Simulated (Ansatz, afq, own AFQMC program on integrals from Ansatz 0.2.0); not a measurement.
# CHSi (quartet): quantum Monte Carlo beside coupled cluster at distance Si1–C2 = 2.316 Å, cc-pVDZ, part 2 of 2

Ansatz 0.2.0, Gaussian basis, and an in-house AFQMC program (afq) on its integrals; all values are calculated; cc-pVDZ, frozen cores.

### Step 12. Free-projection AFQMC, CISD trial on UHF

It reads the integrals that the CCSD(T) run on this determinant wrote.

On the command line:

```console
> afq ham --method free --trial cisd --walkers 60 --time-step 0.03 --max-blocks 80 --target-error 0.00036 --factor-cut 1e-05 --seed 284 --times 0,0.3,0.6,1.2,1.8,2.4,3.6,4.8,6 --taylor-order 8
```

Log:

```text
orbitals 31  electrons 6 3  factors 217 of 362
reference energy -327.19010154 Eh
CCSD correlation -0.18133218 Eh in 16 cycles, weight of the determinant in the CISD state 0.8576
repeat  energy at the last time / Eh  error
    10  -327.381987  0.002544
    20  -327.379565  0.001493
    30  -327.379974  0.001271
    40  -327.380503  0.001061
    50  -327.380741  0.000940
    60  -327.380337  0.000905
    70  -327.380494  0.000839
    80  -327.380376  0.000747
time / (1/Eh)  energy / Eh  error  mean overlap
  0.00  -327.371430  0.000120  1.1657
  0.30  -327.375277  0.000150  1.1629
  0.60  -327.376880  0.000188  1.1662
  1.20  -327.378332  0.000212  1.1698
  1.80  -327.379091  0.000294  1.1723
  2.40  -327.379426  0.000343  1.1719
  3.60  -327.380127  0.000462  1.1667
  4.80  -327.379688  0.000622  1.2030
  6.00  -327.380376  0.000747  1.2652
energy -327.380376 +/- 0.000747 Eh
```

Wall time 4.1 min (1 thread of Intel Xeon Platinum 8175M at 2.50GHz (Skylake/Cascade Lake), shared host).

Energy -8908.4739 ± 0.0203 eV. Caveats: remainder of the start not in the error; error above the target.

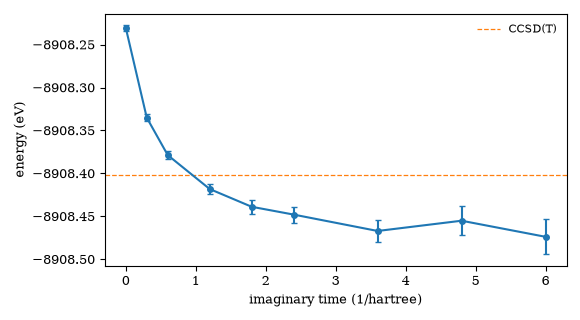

Energy against projection time, with error bars.

### Step 13. Phaseless AFQMC, CISD trial on UHF (settings varied)

It reads the integrals that the CCSD(T) run on this determinant wrote.

On the command line:

```console
> afq ham --method phaseless --trial cisd --walkers 40 --populations 1 --least-time 40 --time-step 0.04 --steps-per-block 50 --equilibration-blocks 3 --max-blocks 30 --target-error 0.00072 --factor-cut 1e-05 --start spin_pure --seed 6681 --taylor-order 8
```

Log:

```text
orbitals 31  electrons 6 3  factors 217 of 362
reference energy -327.19010154 Eh
CCSD correlation -0.18133218 Eh in 16 cycles, weight of the determinant in the CISD state 0.8576
energy of the start -327.370131 Eh
 block  time / (1/Eh)  mean weight  energy / Eh
     1     2.000  1.0224  -327.375128
     2     4.000  0.9863  -327.371604
     3     6.000  0.9793  -327.384234
     4     8.000  1.0029  -327.374913
     5    10.000  0.9863  -327.380940
     6    12.000  0.9957  -327.379852
     7    14.000  1.0062  -327.375050
     8    16.000  0.9991  -327.373838
     9    18.000  0.9886  -327.376312
    10    20.000  0.9922  -327.376599
    11    22.000  1.0154  -327.379764
    12    24.000  0.9899  -327.376458
    13    26.000  0.9778  -327.380106
    14    28.000  0.9886  -327.377875
    15    30.000  0.9938  -327.377811
    16    32.000  0.9948  -327.379944
    17    34.000  0.9977  -327.374941
    18    36.000  0.9857  -327.375841
    19    38.000  1.0080  -327.381640
    20    40.000  0.9945  -327.374133
    21    42.000  1.0176  -327.380283
    22    44.000  0.9885  -327.383185
    23    46.000  0.9885  -327.377322
blocks merged  error / Eh  count
     1  0.000608  20
     2  0.000413  10
energy -327.377841 +/- 0.000608 Eh
```

It took 12 s on 1 thread of Intel Xeon Platinum 8175M at 2.50GHz (Skylake/Cascade Lake), shared host.

Energy -8908.4049 ± 0.0166 eV. The run doesn't count as converged. Caveats: constraint bias not in the error; error not settled.

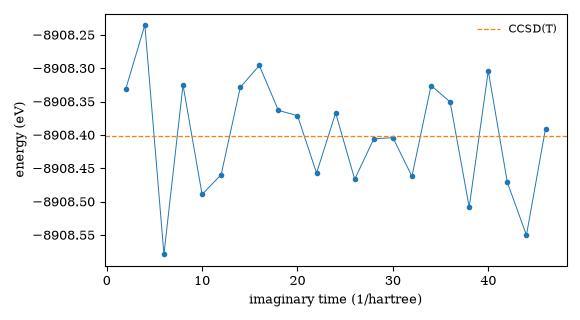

Block energies along the walk.

### Step 14. Free-projection AFQMC, CISD trial on UHF (settings varied)

It reads the integrals that the CCSD(T) run on this determinant wrote.

On the command line:

```console
> afq ham --method free --trial cisd --walkers 100 --time-step 0.08 --max-blocks 60 --target-error 0.00072 --factor-cut 0.0001 --seed 4614 --times 0.0,0.48,0.96,2.0,3.04,4.0 --taylor-order 4
```

Log:

```text
orbitals 31  electrons 6 3  factors 180 of 362
reference energy -327.19010154 Eh
CCSD correlation -0.18133051 Eh in 16 cycles, weight of the determinant in the CISD state 0.8576
repeat  energy at the last time / Eh  error
    10  -327.379020  0.000587
    20  -327.377654  0.000900
    30  -327.378013  0.000714
time / (1/Eh)  energy / Eh  error  mean overlap
  0.00  -327.371533  0.000165  1.1679
  0.48  -327.376471  0.000203  1.1591
  0.96  -327.378220  0.000255  1.1379
  2.00  -327.379797  0.000404  1.1144
  3.04  -327.379179  0.000484  1.1604
  4.00  -327.378105  0.000703  1.2285
energy -327.378105 +/- 0.000703 Eh
```

Wall time 73 s (1 thread of Intel Xeon Platinum 8175M at 2.50GHz (Skylake/Cascade Lake), shared host).

Energy -8908.4121 ± 0.0191 eV. Caveats: remainder of the start not in the error.

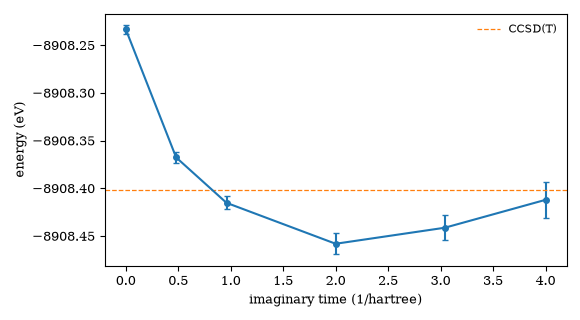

Energy against projection time, with error bars.

### Step 15. Free-projection AFQMC, CISD trial on UHF (settings varied)

It reads the integrals that the CCSD(T) run on this determinant wrote.

On the command line:

```console
> afq ham --method free --trial cisd --walkers 2 --time-step 0.02 --max-blocks 60 --target-error 0.00072 --factor-cut 1e-05 --seed 3748 --times 0.0,0.2,0.4,0.8,1.2 --taylor-order 6
```

Log:

```text
orbitals 31  electrons 6 3  factors 217 of 362
reference energy -327.19010154 Eh
CCSD correlation -0.18133218 Eh in 16 cycles, weight of the determinant in the CISD state 0.8576
repeat  energy at the last time / Eh  error
    10  -327.376824  0.004785
    20  -327.376047  0.002345
    30  -327.376022  0.001800
    40  -327.376271  0.001495
    50  -327.375861  0.001374
    60  -327.376273  0.001267
time / (1/Eh)  energy / Eh  error  mean overlap
  0.00  -327.371036  0.000523  1.1678
  0.20  -327.373935  0.000799  1.1796
  0.40  -327.375368  0.001080  1.2112
  0.80  -327.374557  0.001050  1.3260
  1.20  -327.376273  0.001267  1.3514
energy -327.376273 +/- 0.001267 Eh
```

Wall time 3.7 s (1 thread of Intel Xeon Platinum 8175M at 2.50GHz (Skylake/Cascade Lake), shared host).

Energy -8908.3622 ± 0.0345 eV. Caveats: remainder of the start not in the error; error above the target.

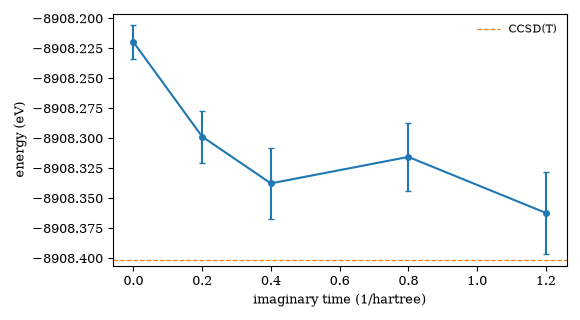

Energy against projection time, with error bars.

### Step 16. All levels side by side

On the UHF determinant, counted from CCSDT(Q) (a yardstick, not exact):

```csv
level,energy (eV),from CCSDT(Q) (kcal/mol),statistical error (kcal/mol),time
HF,-8903.2962,+119.36,,
MP2,-8907.1872,+29.63,,
CCSD,-8908.2305,+5.57,,
CCSD(T),-8908.4015,+1.63,,
CCSDT(Q),-8908.4722,0.00,,
"Phaseless AFQMC, CISD trial, step 0.005, 60 walkers",-8908.4499,+0.51,0.32,6.1 min
"Phaseless AFQMC, single-determinant trial, step 0.005, 120 walkers",-8908.3144,+3.64,1.29,3.7 min
"Free-projection AFQMC, CISD trial, step 0.03, 60 walkers",-8908.4739,-0.04,0.47,4.1 min
"Free-projection AFQMC, CISD trial, step 0.08, 100 walkers",-8908.4121,+1.39,0.44,73 s
```

The functionals' totals stand on their own zeros and serve differences with other points: PBE -8918.510 eV; r2SCAN -8922.577 eV; PBE0 -8919.283 eV; B3LYP -8924.512 eV; wB97M-V -8922.800 eV; B2PLYP -8919.341 eV.

### Step 17. Results

This closing draws on all 2 parts.

```
                                                      quantity                  value
                                  CCSD(T) on UHF from CCSDT(Q)         +1.63 kcal/mol
              Phaseless AFQMC, CISD trial on UHF from CCSDT(Q)  +0.51 ± 0.32 kcal/mol
Phaseless AFQMC, single-determinant trial on UHF from CCSDT(Q)  +3.64 ± 1.29 kcal/mol
        Free-projection AFQMC, CISD trial on UHF from CCSDT(Q)  -0.04 ± 0.47 kcal/mol
```

On UHF the phaseless walk with the CISD trial lies +0.51 kcal/mol from CCSDT(Q), within three error bars. Free projection has no constraint; at the last time it gives -0.04 ± 0.47 kcal/mol, and from a start that isn't spin pure other spins can mix in. Error bars are statistical and leave out the constraint, the time step and what remains of the start.
